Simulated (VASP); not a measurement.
Band structure of TiIn (space group P4/mmm). Computed with PBEsol GGA, VASP's PBE PAW potentials (set 64) (plane waves; VASP 6.6.1).

Unless said otherwise, spin-orbit coupling is left out, though it shifts the bands of the heavy elements here.

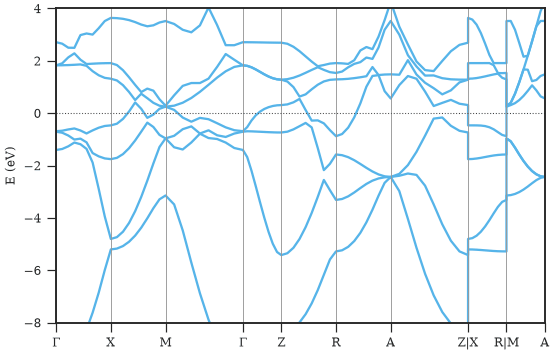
*Bands along high-symmetry lines, zero at the valence-band maximum or, without a gap, the Fermi level*

Problem. Read the plot: is there a gap, and where are the band edges?

Solution. It has no gap at this level: it comes out as a metal or semimetal. (Edges off the drawn lines would not show.)

The structure comes from a computed database's TiIn entry (P4/mmm); how it stands against other phases isn't given here. It was relaxed first. The electron count is odd and the run is not spin-polarised, which forces a metal.
